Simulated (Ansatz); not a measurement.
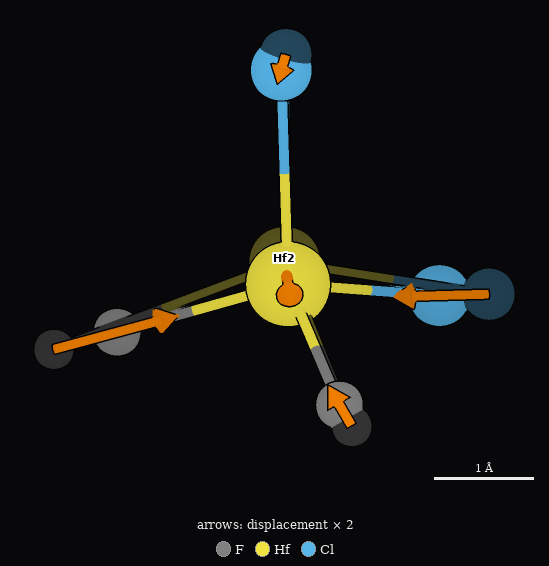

A relaxation of HfCl₂F₂ (coarse preliminary run). The starting structure is drawn faded, the final one solid; orange arrows show the displacements, magnified 2 times. The two geometries are superimposed by the best rigid fit.

Style: ball-and-stick. Shown at a tilt.

The start comes from a force field.

These are results of RKS PBE-D4/def2-SVP in Ansatz 0.2.0, not measurements.

Input file:
```yaml
crystal:
  periodic: [false, false, false]
  atoms:
    - {symbol: F, position_ang: [0.716100, -0.722700, 2.341600]}
    - {symbol: Hf, position_ang: [-0.339500, 0.095100, 0.223900]}
    - {symbol: F, position_ang: [1.227700, -1.378200, -1.120300]}
    - {symbol: Cl, position_ang: [-2.217700, -0.404900, -1.236500]}
    - {symbol: Cl, position_ang: [0.663200, 2.337200, -0.250200]}
basis:
  gaussian: {orbitals: def2-SVP}
hamiltonian: {xc: pbe, dispersion: d4}
relax: {f_tol: 0.03, max_steps: 200}
```

What happened in the run?

Over 5 geometry steps the energy falls by 124.9 kcal/mol. The largest force component goes from 5.3 to 0.028 eV/Å. F1 moves most after the best rigid fit: 0.72 Å. By element the largest moves are F 0.72 Å, Cl 0.52 Å, Hf 0.48 Å. Near-neighbour distances that change, for instance: Hf2–F3 2.536 → 1.904 Å, F1–Hf2 2.504 → 1.905 Å, Hf2–Cl5 2.501 → 2.348 Å, Hf2–Cl4 2.431 → 2.349 Å. Among the angles between lasting bonds that change: F1–Hf2–Cl4 140.1° → 109.8°, F1–Hf2–F3 89.9° → 108.4°, F3–Hf2–Cl4 92.3° → 109.2°. The run took of the order of 25 core-seconds on a shared host.
